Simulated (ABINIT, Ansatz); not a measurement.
# CsCaH3 (Pm-3m): Raman and infrared activity, part 2 of 3

Which lines does CsCaH3 (Pm-3m) show in Raman and infrared spectra?

ABINIT 10.8.3; DFT LDA, scalar-relativistic, plane waves, PseudoDojo norm-conserving pseudopotentials.

So far. Step 5 (Linear response at Γ): The acoustic modes at Γ come out as far as 0.6 cm⁻¹ from zero, where they should vanish, a small numerical error; the Born charges miss their sum rule by 3.2e-4 e, which is good. The relaxed cell has a = 4.467 Å (conventional setting).

### Step 6. Modes with the sum rule

anaddb reads the merged derivatives, imposes the acoustic sum rule and charge neutrality, and adds the LO-TO term along chosen directions.

anaddb.abi

```
ddb_filepath "gamma_DDB"
output_file "anaddb.abo"
outdata_prefix "anaddb"
asr 1
chneut 1
enunit 2
eivec 1
nph1l 1
qph1l 0.0 0.0 0.0 1.0
dieflag 1
nph2l 3
qph2l 
    1.0 0.0 0.0 0.0
    0.0 0.0 1.0 0.0
    1.0 1.0 1.0 0.0
nlflag 1
ramansr 1
alphon 1
prtmbm 1
```

mrgddb.in

```
gamma_DDB
merged
3
dfpt_gammao_DS2_DDB
dfpt_gammao_DS3_DDB
gso_DDB
```

The run is started by

```sh
mrgddb < mrgddb.in > mrgddb.log
OMP_NUM_THREADS=1 anaddb anaddb.abi > anaddb.log
```

anaddb.abo, the main output file:

```text
[banners, grids, parts of the stress and lines that vanish by symmetry left out]
-outvars_anaddb: echo values of input variables ----------------------

 Flags :
[...]
Dielectric Tensor and Effective Charges
[...]
Effective charge tensors after
[...]
1          1       -0.000000000       -0.000000000       -0.000000000
[...]
1          2       -0.000000000       -0.000000000       -0.000000000
[...]
1          3       -0.000000000       -0.000000000       -0.000000000
[...]
2          1       -0.000000000       -0.000000000       -0.000000000
[...]
2          2       -0.000000000       -0.000000000       -0.000000000
[...]
2          3       -0.000000000       -0.000000000       -0.000000000
[...]
3          1       -0.000000000       -0.000000000       -0.000000000
[...]
3          2       -0.000000000       -0.000000000       -0.000000000
[...]
3          3       -0.000000000       -0.000000000       -0.000000000
[...]
4          1       -0.000000000       -0.000000000       -0.000000000
[...]
4          2       -0.000000000       -0.000000000       -0.000000000
[...]
4          3       -0.000000000       -0.000000000       -0.000000000
[...]
5          1       -0.000000000       -0.000000000       -0.000000000
[...]
5          2       -0.000000000       -0.000000000       -0.000000000
[...]
5          3       -0.000000000       -0.000000000       -0.000000000
[...]
Phonon wavevector (reduced coordinates) :  0.00000  0.00000  0.00000
 Phonon energies in Hartree :
[...]
Phonon energies in meV     :
-  0.000000E+00  0.000000E+00  0.000000E+00  1.455692E+01  1.455692E+01
-  1.455692E+01  5.382034E+01  5.382034E+01  5.382034E+01  5.733169E+01
-  5.733169E+01  5.733169E+01  1.376617E+02  1.376617E+02  1.376617E+02
 Phonon frequencies in cm-1    :
-  0.000000E+00  0.000000E+00  0.000000E+00  1.174095E+02  1.174095E+02
-  1.174095E+02  4.340903E+02  4.340903E+02  4.340903E+02  4.624113E+02
-  4.624113E+02  4.624113E+02  1.110316E+03  1.110316E+03  1.110316E+03
 Phonon frequencies in Thz     :
-  0.000000E+00  0.000000E+00  0.000000E+00  3.519847E+00  3.519847E+00
-  3.519847E+00  1.301370E+01  1.301370E+01  1.301370E+01  1.386274E+01
-  1.386274E+01  1.386274E+01  3.328645E+01  3.328645E+01  3.328645E+01
 Phonon energies in Kelvin  :
-  0.000000E+00  0.000000E+00  0.000000E+00  1.689260E+02  1.689260E+02
-  1.689260E+02  6.245591E+02  6.245591E+02  6.245591E+02  6.653066E+02
-  6.653066E+02  6.653066E+02  1.597498E+03  1.597498E+03  1.597498E+03
[...]
-  1  0.00000000E+00  0.00000000E+00  1.76544696E-03
-     0.00000000E+00  0.00000000E+00  0.00000000E+00
-  2  0.00000000E+00  0.00000000E+00  1.76544690E-03
-     0.00000000E+00  0.00000000E+00  0.00000000E+00
-  3  0.00000000E+00  0.00000000E+00  1.76544681E-03
-     0.00000000E+00  0.00000000E+00  0.00000000E+00
-  4  0.00000000E+00  0.00000000E+00  1.76544681E-03
-     0.00000000E+00  0.00000000E+00  0.00000000E+00
-  5  0.00000000E+00  0.00000000E+00  1.76544690E-03
-     0.00000000E+00  0.00000000E+00  0.00000000E+00
[...]
-  1  6.07648950E-07 -1.76544685E-03  0.00000000E+00
-     0.00000000E+00  0.00000000E+00  0.00000000E+00
-  2  6.07648931E-07 -1.76544680E-03  0.00000000E+00
-     0.00000000E+00  0.00000000E+00  0.00000000E+00
-  3  6.07648899E-07 -1.76544679E-03  0.00000000E+00
-     0.00000000E+00  0.00000000E+00  0.00000000E+00
-  4  6.07648930E-07 -1.76544670E-03  0.00000000E+00
-     0.00000000E+00  0.00000000E+00  0.00000000E+00
-  5  6.07648899E-07 -1.76544670E-03  0.00000000E+00
-     0.00000000E+00  0.00000000E+00  0.00000000E+00
[...]
-  1  1.76544685E-03  6.07648951E-07  0.00000000E+00
-     0.00000000E+00  0.00000000E+00  0.00000000E+00
-  2  1.76544680E-03  6.07648933E-07  0.00000000E+00
-     0.00000000E+00  0.00000000E+00  0.00000000E+00
-  3  1.76544670E-03  6.07648931E-07  0.00000000E+00
-     0.00000000E+00  0.00000000E+00  0.00000000E+00
-  4  1.76544679E-03  6.07648900E-07  0.00000000E+00
-     0.00000000E+00  0.00000000E+00  0.00000000E+00
[...]
-  4 -2.30644358E-02  0.00000000E+00  0.00000000E+00
[...]
-  5  1.20402077E-03  0.00000000E+00  0.00000000E+00
[...]
-     1         -0.000000     0.000000     0.000000     0.000000
-     2         -0.000000    -0.000000    -0.000000     0.000000
[...]
-    14          0.000000     1.032855     0.000000     1.032855
-    15          1.032855    -0.000000    -0.000000     1.032855
[...]
-   1     Real    0.0000E+00  0.0000E+00  0.0000E+00  0.0000E+00  0.0000E+00  0.0000E+00  0.0000E+00
[...]
-   2     Real    0.0000E+00  0.0000E+00  0.0000E+00  0.0000E+00  0.0000E+00  0.0000E+00  0.0000E+00
[...]
-   3     Real    0.0000E+00  0.0000E+00  0.0000E+00  0.0000E+00  0.0000E+00  0.0000E+00  0.0000E+00
[...]
-   4     Real    0.0000E+00  0.0000E+00  1.5498E-06  0.0000E+00  0.0000E+00  0.0000E+00  1.5498E-06
[...]
-   5     Real    0.0000E+00  1.5498E-06  0.0000E+00  0.0000E+00  0.0000E+00  0.0000E+00  1.5498E-06
[...]
-   6     Real    1.5498E-06  0.0000E+00  0.0000E+00  0.0000E+00  0.0000E+00  0.0000E+00  1.5498E-06
[...]
-   7     Real    0.0000E+00  0.0000E+00  0.0000E+00  0.0000E+00  0.0000E+00  0.0000E+00  0.0000E+00
[...]
-   8     Real    0.0000E+00  0.0000E+00  0.0000E+00  0.0000E+00  0.0000E+00  0.0000E+00  0.0000E+00
[...]
-   9     Real    0.0000E+00  0.0000E+00  0.0000E+00  0.0000E+00  0.0000E+00  0.0000E+00  0.0000E+00
[...]
-  10     Real    0.0000E+00  0.0000E+00  1.1416E-03  0.0000E+00  0.0000E+00  0.0000E+00  1.1416E-03
[...]
-  11     Real    0.0000E+00  1.1416E-03  0.0000E+00  0.0000E+00  0.0000E+00  0.0000E+00  1.1416E-03
[...]
-  12     Real    1.1416E-03  0.0000E+00  0.0000E+00  0.0000E+00  0.0000E+00  0.0000E+00  1.1416E-03
[...]
-  13     Real    0.0000E+00  0.0000E+00  5.7084E-04  0.0000E+00  0.0000E+00  0.0000E+00  5.7084E-04
[...]
-  14     Real    0.0000E+00  5.7084E-04  0.0000E+00  0.0000E+00  0.0000E+00  0.0000E+00  5.7084E-04
[...]
-  15     Real    5.7084E-04  0.0000E+00  0.0000E+00  0.0000E+00  0.0000E+00  0.0000E+00  5.7084E-04
[...]
-         0.000000000       0.000000000       0.000000000
-         0.000000000       0.000000000       0.000000000
-         0.000000000       0.000000000       0.000000000
[...]
-         0.000000000       0.000000000       0.000000000
-         0.000000000       0.000000000       0.000000000
-         0.000000000       0.000000000       0.000000000
[...]
Phonon at Gamma, with non-analyticity in the
[...]
Phonon energies in Hartree :
[...]
Phonon energies in meV     :
-  0.000000E+00  0.000000E+00  0.000000E+00  1.455692E+01  1.455692E+01
-  1.463854E+01  5.382034E+01  5.382034E+01  5.382034E+01  5.733169E+01
-  5.733169E+01  8.448989E+01  1.376617E+02  1.376617E+02  1.483232E+02
 Phonon frequencies in cm-1    :
-  0.000000E+00  0.000000E+00  0.000000E+00  1.174095E+02  1.174095E+02
[...]
Phonon frequencies in Thz     :
[...]
Phonon energies in Kelvin  :
[...]
-  1  0.00000000E+00  0.00000000E+00 -1.76544696E-03
[...]
-  2  0.00000000E+00  0.00000000E+00 -1.76544690E-03
[...]
-  3  0.00000000E+00  0.00000000E+00 -1.76544681E-03
[...]
-  4  0.00000000E+00  0.00000000E+00 -1.76544681E-03
[...]
Phonon at Gamma, with non-analyticity in the
[...]
Phonon energies in Hartree :
[...]
Phonon energies in meV     :
[...]
Phonon frequencies in cm-1    :
[...]
Phonon frequencies in Thz     :
[...]
Phonon energies in Kelvin  :
[...]
Phonon at Gamma, with non-analyticity in the
[...]
Phonon energies in Hartree :
[...]
Phonon energies in meV     :
[...]
Phonon frequencies in cm-1    :
[...]
Phonon frequencies in Thz     :
[...]
Phonon energies in Kelvin  :
[...]
-  1.698732E+02  6.245591E+02  6.245591E+02  6.245591E+02  6.653066E+02
-  6.653066E+02  9.804645E+02  1.597498E+03  1.597498E+03  1.721220E+03
[...]
-  4 -1.83574898E-02 -6.69072924E-04 -2.89233586E-04
[...]
-  5  9.58306510E-04 -6.69072924E-04  5.54060997E-03
[...]
-         0.000000000       0.000000000       0.000000000
-         0.000000000       0.000000000       0.000000000
[...]
Direction                     Dielectric constant
[...]
0.00000   0.00000   1.00000      9.79349249
   1.00000   1.00000   1.00000      9.79349249
-
```

It took 1.2 s on 1 thread of Arm Neoverse V2, shared host.

Numbers from this step:

- mean static dielectric constant: 9.793
- highest mode moved by the LO-TO term: 1196 cm⁻¹

No LO-TO term; unit eigenvectors of the mass-weighted matrix, from anaddb's displacements. The modes at Γ (shares of kinetic energy by element, %):

```csv
mode,frequency (cm⁻¹),symmetry,Cs %,Ca %,H %
1,0.0,acoustic,76,23,2
2,0.0,acoustic,76,23,2
3,0.0,acoustic,76,23,2
4,117.4,T1u,24,73,2
5,117.4,T1u,24,73,2
6,117.4,T1u,24,73,2
7,434.1,T2u,0,0,100
8,434.1,T2u,0,0,100
9,434.1,T2u,0,0,100
10,462.4,T1u,0,2,98
11,462.4,T1u,0,2,98
12,462.4,T1u,0,2,98
13,1110.3,T1u,0,2,98
14,1110.3,T1u,0,2,98
15,1110.3,T1u,0,2,98
```

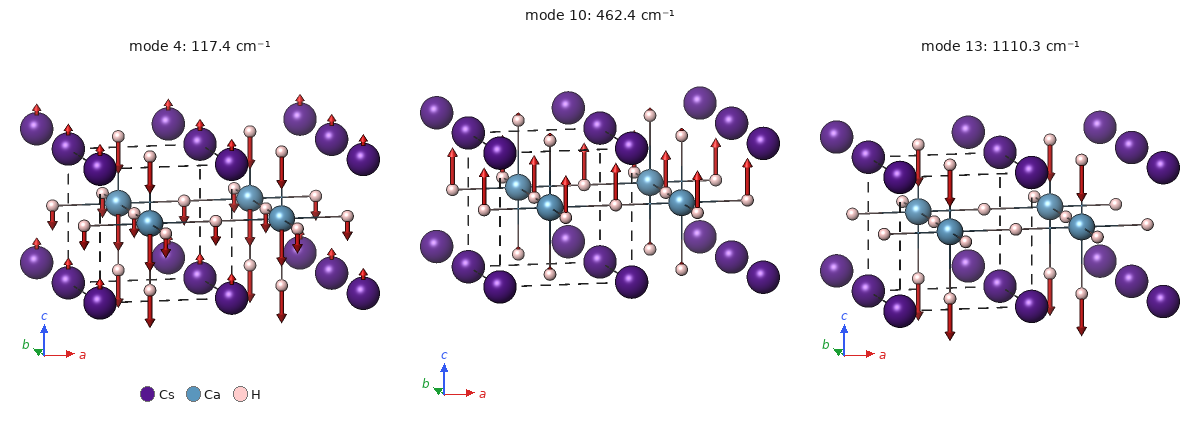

Displacement patterns of modes 4, 10 and 13 at Γ; arrows are exaggerated. 2×2×1 cells are drawn. Some periodic images of atoms are drawn too.

Trace of the oscillator strength, degenerate modes summed. Infrared lines, with heights relative to the strongest:

```csv
position (cm⁻¹),lines merged,"IR intensity, relative"
117,3,0.1
434,3,0.0
462,3,100
1110,3,50
```

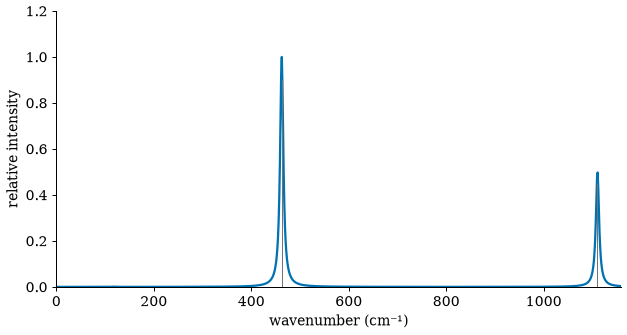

The infrared spectrum, broadened with Lorentzians of width 8 cm⁻¹; bars mark the lines.

Static dielectric tensor (ions relaxed, fixed cell):

```
9.79 0.00 0.00
0.00 9.79 0.00
0.00 0.00 9.79
```

The rule moves no optical mode by more than 0.1 cm⁻¹.

(Part 2 of 3 ends here.)

[Host names and launcher messages were left out of these logs when they were recorded.]

[Logs are printed without paths, hosts, clocks, repeated set-up lines and the standing remarks that a program may print on its own settings, such as how far it seeks lower states.]

[Hosts, paths, dates, database ids (printed as entryN), source tags and the programs' standing remarks are cut or masked in the printed files.]
